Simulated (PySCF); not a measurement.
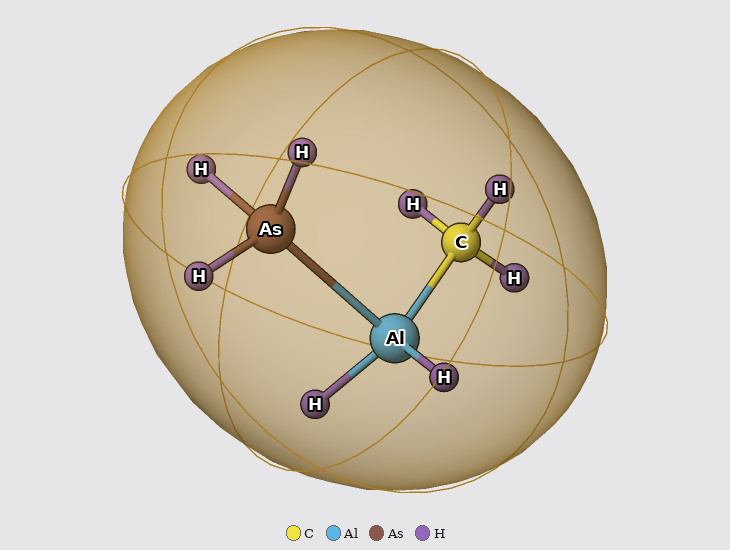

The ellipsoid shows the static dipole polarisability: its half-axes are proportional to the principal values. The computed structure is the end point of a PBE0-D3(BJ)/def2-SVP optimisation. No frequency run is at hand to confirm it as a minimum. Computed with BHandHLYP/def2-SVPD (PySCF 2.14.0).

### How large and how anisotropic is the polarisability?

Principal values 69.1, 74.8, 89.7 bohr³; mean 77.9 bohr³ (11.54 Å³); anisotropy 18.4 bohr³, so the longest axis is 1.30 times the shortest.
